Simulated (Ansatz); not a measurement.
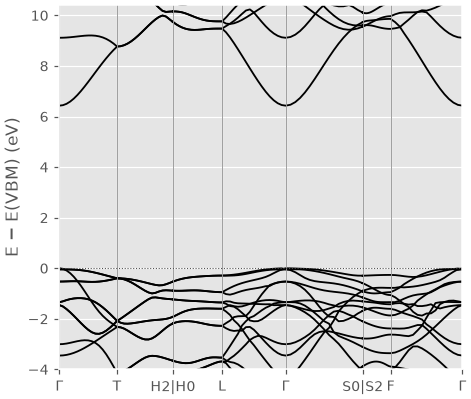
*Band structure from the program Ansatz at the LDA level (PAW)*

Problem. Read off the gap and where the band edges lie.

Solution. About 6.4 eV (6.43 eV by a search for the band edges); maximum at Γ, minimum at Γ.

The material is Al$_{2}$O$_{3}$ (corundum, R-3c).

The cell was relaxed with LDA under the symmetry of its start; phonons on a q-mesh show no instability.

Potentials: the later of the program's two PAW sets.
